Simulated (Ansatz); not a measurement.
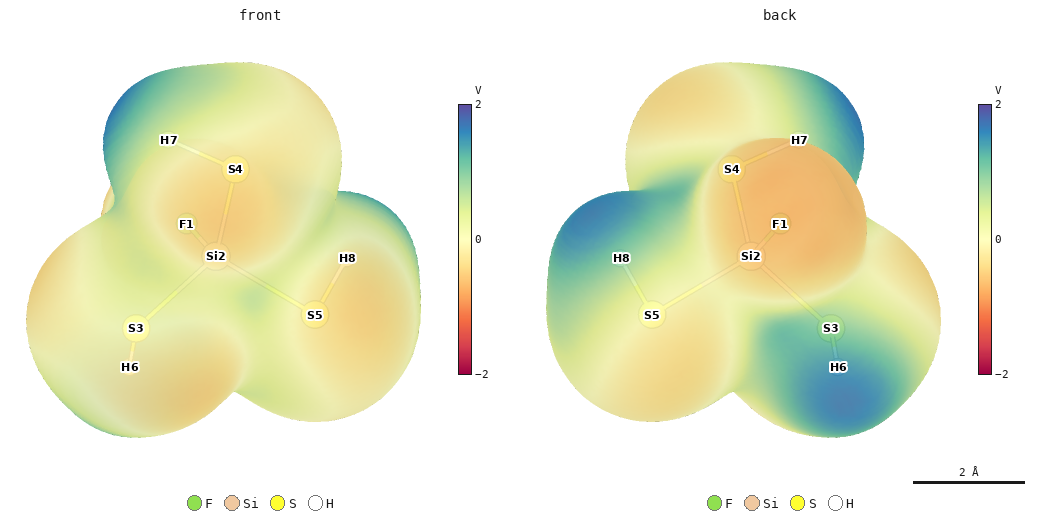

*FH3S3Si (SMILES F[Si](S)(S)S). The molecular electrostatic potential painted on the density surface at 0.002 e/bohr³, seen from the front and from behind; red is negative and blue positive.*

Geometry: PBE0-D4/def2-TZVP.

Level of theory: Ansatz, RKS PBE0-D4/def2-TZVPP.

```xyz
8

F    -1.0107    0.5373    1.1480
Si   -0.0141    0.0060    0.0219
S     1.9634    0.5599    0.5160
S    -0.5397    0.8542   -1.8396
S    -0.1487   -2.0985   -0.0995
H     1.8803    0.0628    1.7642
H    -0.5478    2.1118   -1.3590
H    -1.4905   -2.0907   -0.2077
```

Q: Describe the electrostatic potential map.

A: The most negative region (about −0.7 V) lies over F1, the most positive (about +1.7 V) over H6, H7 and H8.
